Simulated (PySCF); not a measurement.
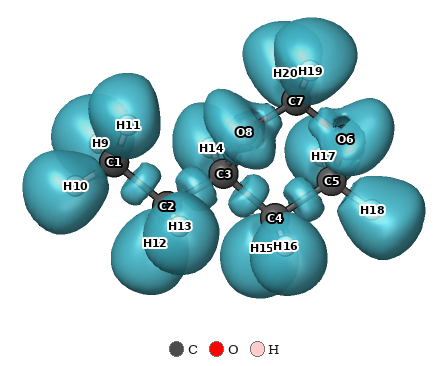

Figure 1: C6H12O2. Isosurface of the ELF at 0.75 (cyan), seen at a tilt. Core shells and regions of very low density are left out.

Geometry: GFN2-xTB.

These are results of PBE0/pcSseg-1, SCF density, gas phase, non-relativistic in PySCF, not measurements.

Input file:

```
{"job": {"xc": "PBE0", "basis": "pcSseg-1", "kind": "nmr", "pop": true}, "charge": 0, "multiplicity": 1}
C      2.680439    -0.269559     0.262483
C      1.577337     0.651603    -0.242556
C      0.209073    -0.024102    -0.197306
C     -0.888281     0.825370    -0.850639
C     -2.235659     0.146452    -0.598519
O     -2.418166    -0.099329     0.782259
C     -1.368958    -0.859458     1.299079
O     -0.125530    -0.251457     1.167395
H      2.770734    -1.145685    -0.376237
H      3.634504     0.251391     0.271349
H      2.449669    -0.597353     1.272098
H      1.780574     0.955561    -1.271108
H      1.533910     1.545246     0.380986
H      0.257361    -1.001071    -0.713350
H     -0.708837     0.928622    -1.920328
H     -0.891543     1.812850    -0.386827
H     -2.281095    -0.806615    -1.151138
H     -3.070598     0.778607    -0.904737
H     -1.556358    -0.973776     2.368886
H     -1.353724    -1.856618     0.805173
```

Run with:

```sh
OMP_NUM_THREADS=1 python ens_run.py task.json out
```

Question: Identify the bonds, lone pairs and shells in this picture.

Answer: At this value the surface marks out four regions between bonded C–C atoms (shared pairs), twelve regions around hydrogen nuclei and two regions on O in which the atom's valence shell and bonds are merged. Along the contacts the grid gives the following. C–O (1.39 Å): the ELF peaks at about 0.90 between the atoms, as expected for a shared but strongly polarised pair. C–C (1.52 Å): the ELF peaks at about 0.95 between the atoms (localised, covalent bonding).
